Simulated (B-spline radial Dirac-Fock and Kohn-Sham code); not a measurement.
Cr³⁺, configuration [Ar] 3d2 4s1, which is not the ground configuration. The calculation used the impulse approximation on Dirac–Fock orbitals (average of configuration) (a B-spline radial code). Open shells are averaged over j.

What should this plot look like? Compton profiles of the subshells 1s1/2, 3p1/2, 3d3/2 and 3d5/2, per electron.

1s1/2: J(0) = 0.0360, half width 12 a.u., ⟨p⟩ = 20.3 a.u.; 3p1/2: J(0) = 0.234, half width 1.9 a.u., ⟨p⟩ = 3.16 a.u.; 3d3/2: J(0) = 0.188, half width 2.4 a.u., ⟨p⟩ = 3.33 a.u.; 3d5/2: J(0) = 0.188, half width 2.4 a.u., ⟨p⟩ = 3.32 a.u. Of these the tallest at pz = 0 is 3p1/2.

Here it is:

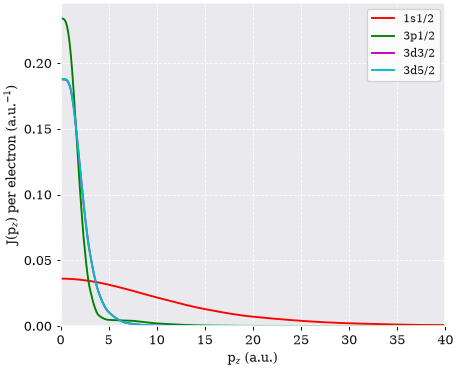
